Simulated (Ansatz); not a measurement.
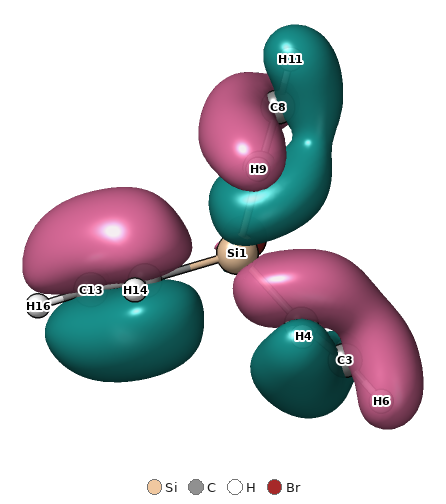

C6H9BrSi (Si(vinyl)3Br). The HOMO−1 at ±0.06 Å⁻³ᐟ² (teal and pink are the two phases), seen across its widest extent.

Geometry: r2SCAN-D4/def2-SVP.

The calculation used RKS PBE0-D4/def2-TZVP in Ansatz 0.2.0.

The calculation's input:

```
crystal:
  periodic: [false, false, false]
  atoms:
    - {symbol: Si, position_ang: [-0.040116, -0.067814, -0.028473]}
    - {symbol: C, position_ang: [-0.287810, 0.058830, 1.819232]}
    - {symbol: C, position_ang: [-0.979854, -0.794384, 2.588133]}
    - {symbol: H, position_ang: [0.187759, 0.923712, 2.309275]}
    - {symbol: H, position_ang: [-1.477049, -1.674950, 2.163952]}
    - {symbol: H, position_ang: [-1.077937, -0.649199, 3.670702]}
    - {symbol: C, position_ang: [1.782907, -0.205800, -0.414329]}
    - {symbol: C, position_ang: [2.387323, -1.226626, -1.039398]}
    - {symbol: H, position_ang: [2.407838, 0.642031, -0.090362]}
    - {symbol: H, position_ang: [1.823863, -2.100565, -1.387628]}
    - {symbol: H, position_ang: [3.467473, -1.231643, -1.228835]}
    - {symbol: C, position_ang: [-0.750859, 1.442742, -0.867776]}
    - {symbol: C, position_ang: [-1.731755, 1.455735, -1.781990]}
    - {symbol: H, position_ang: [-0.309589, 2.408377, -0.572549]}
    - {symbol: H, position_ang: [-2.213255, 0.530285, -2.119980]}
    - {symbol: H, position_ang: [-2.093244, 2.389105, -2.230101]}
    - {symbol: Br, position_ang: [-1.095694, -1.899817, -0.789883]}
basis:
  gaussian: {orbitals: def2-TZVP, initial_orbitals: start.molden}
hamiltonian: {xc: pbe0, dispersion: d4}
scf: {omitted_lower_state_checks: [starts]}
output: {orbitals: {seedname: orbitals}}
```

Launched as:

```sh
ansatz run in.yaml --threads 2 --pin off --events-out ev --progress --plain --max-ram 22528MiB --backend cuda --devices 0, --max-vram 18GiB
```

Where does this orbital lie, and at what energy?

It lies mainly on C13 (about 20 %), C2 (about 15 %), C12 (about 15 %), C7 (about 15 %), Si1 (about 10 %), C3 (about 5 %) and C8 (about 5 %). It is one of a degenerate set, so its orientation is arbitrary. Its energy is −7.98 eV.
